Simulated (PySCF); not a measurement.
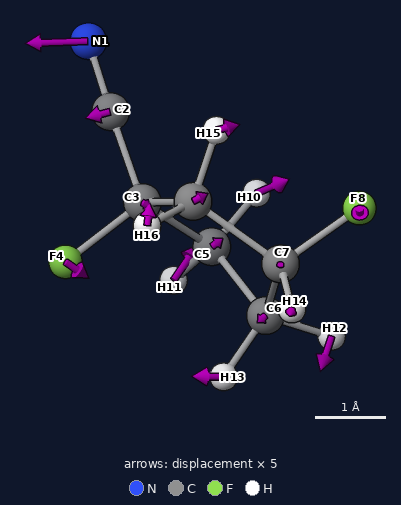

A relaxation of C6H7F2N. The starting structure is drawn; purple arrows show the displacements, 5 times their true length. The two geometries are superimposed by the best rigid fit.

Style: ball-and-stick. Shown from a free direction.

The start comes from GFN2-xTB. Its atoms were then displaced at random by about 0.01 Å.

All numbers below come from PBE0-D3(BJ)/def2-SVP geometry optimisation, gas phase (PySCF 2.14.0, density-fitted response routines). 

Q: Describe the change and its energy.

A: Over 6 geometry steps the energy falls by 27.2 kJ/mol. The atom that moves furthest after the best rigid fit is the N atom (0.18 Å). Largest moves by element: N 0.18 Å, H 0.13 Å, F 0.09 Å, C 0.08 Å. Among the contacts that change: C–N 1.109 → 1.156 Å, C–H 1.070 → 1.101 Å, C–C 1.439 → 1.469 Å, C–F 1.402 → 1.384 Å. Among the angles between lasting bonds that change: F–C–C 105.5° → 108.3°, C–C–H 110.9° → 108.4°.
